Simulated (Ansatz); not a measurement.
**SiH2O2 (SMILES O[Si]O) at revPBE/STO-3G**

Aim: the electronic atomisation energy of SiH2O2 at revPBE/STO-3G, from 4 runs. 

The calculation is run with Ansatz 0.2.0.

47 further runs of the same task are left out: 1 that didn't finish, 46 set aside as unsound or not needed.

## Step 1: The system as given

The species is SiH2O2 (5 atoms), meant as a singlet with charge 0. As SMILES, `O[Si]O`. The shape is that of a PBE0-D4/def2-TZVP optimisation. This is one conformer, not always the lowest.

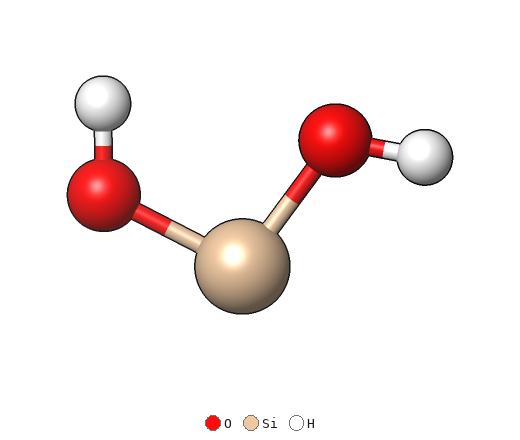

Viewed from a chosen angle; oxygen red, silicon light orange, hydrogen white.

## Step 2: The energy at revPBE/STO-3G

Contents of run.yaml:

```yaml
basis:
  gaussian:
    orbitals: STO-3G
crystal:
  periodic: [false, false, false]
  atoms:
    - symbol: O
      position_ang: [-1.443200, -0.105600, -0.275000]
    - symbol: Si
      position_ang: [-0.212000, -0.791300, 0.567700]
    - symbol: O
      position_ang: [1.036000, 0.187500, 0.068600]
    - symbol: H
      position_ang: [-1.231900, 0.648900, -0.836100]
    - symbol: H
      position_ang: [1.901100, -0.013100, 0.433400]
hamiltonian:
  xc: {name: revPBE}
accuracy: high
```

Started as:

```sh
$ ansatz run run.yaml --threads 1 --pin off --max-ram 2610MiB --events-out events.jsonl --progress --plain --runs-dir runs
```

Output:

```text
Warning: RAYON_NUM_THREADS=1 ignored (pool sized by the plan → 1); use --threads N
Functional definition: revPBE
  name "revPBE"
  parameter kappa = 1.245
  parameter beta = 0.06672455060314922
  exchange = pbe_x(kappa = kappa, mu = beta*pi^2/3)
  correlation = pbe_c(beta = beta)
386 factors; integrals over basis functions are off by at most 3.1e-8 eV
mean field evaluation 1: about -11850.4273 eV, gradient 2.4e1 eV
mean field evaluation 2: about -11842.9468 eV, gradient 5.6e1 eV
mean field evaluation 4: about -11852.4051 eV, gradient 4.6e0 eV
mean field evaluation 8: about -11852.4459 eV, gradient 8.4e-2 eV
mean field evaluation 16: about -11852.4459 eV, gradient 3.2e-7 eV
mean field -11852.44594935 eV, -435.5693547623 hartree, gradient 1.1e-8 eV, S^2 0.000000; 0 other end points of the search recorded, 0 dependent functions left out
reference -11852.44595170 eV, -435.5693548484 hartree; 16, 16 occupied and 5, 5 virtual orbitals, 386 factors
Total energy: -11852.44595170 eV, -435.5693548484 hartree
```

Wall time 1.1 s (1 thread of Arm Neoverse V2, shared host); peak memory 0.093 GiB.

## Step 3: The H atom at the same level

Contents of job.yaml:

```yaml
crystal:
  periodic: [false, false, false]
  atoms:
    - symbol: H
      position_ang: [0.000000, 0.000000, 0.000000]
basis:
  gaussian:
    orbitals: STO-3G
hamiltonian:
  xc: {name: revPBE}
magnetization:
  spin_polarized: true
  initial_magnetization: 1
accuracy: high
```

Run the same way, it converges to -0.47010 Eh (log not shown).

## Step 4: The O atom at the same level

Contents of input.yaml:

```yaml
crystal:
  periodic: [false, false, false]
  atoms:
    - {symbol: O, position_ang: [0.000000, 0.000000, 0.000000]}
basis:
  gaussian: {orbitals: STO-3G}
magnetization: {spin_polarized: true, initial_magnetization: 2}
hamiltonian: {xc: {name: revPBE}}
accuracy: high
```

Run the same way, it converges to -74.01699 Eh (log not shown).

## Step 5: The Si atom, same level

Contents of run.yaml:

```yaml
crystal:
  periodic: [false, false, false]
  atoms:
    - symbol: Si
      position_ang: [0.000000, 0.000000, 0.000000]
basis:
  gaussian: {orbitals: STO-3G}
magnetization: {spin_polarized: true, initial_magnetization: 2}
hamiltonian: {xc: {name: revPBE}}
accuracy: high
```

Run the same way, it converges to -285.87250 Eh (log not shown).

## Step 6: Outcome

At revPBE/STO-3G:

| quantity | value |
| --- | --- |
| molecule: total energy | -435.56935 Eh |
| H atom: total energy | -0.47010 Eh |
| H atom: ⟨S²⟩ | 0.750 |
| O atom: total energy | -74.01699 Eh |
| O atom: ⟨S²⟩ | 2.000 |
| Si atom: total energy | -285.87250 Eh |
| Si atom: ⟨S²⟩ | 2.000 |
| electronic atomisation energy | 19.665 eV |

In words: Taking the molecule apart into free atoms costs 19.67 eV (453 kcal/mol), before zero-point energy and without spin-orbit coupling. In a minimal basis such a difference can be off by several eV, whatever the method.
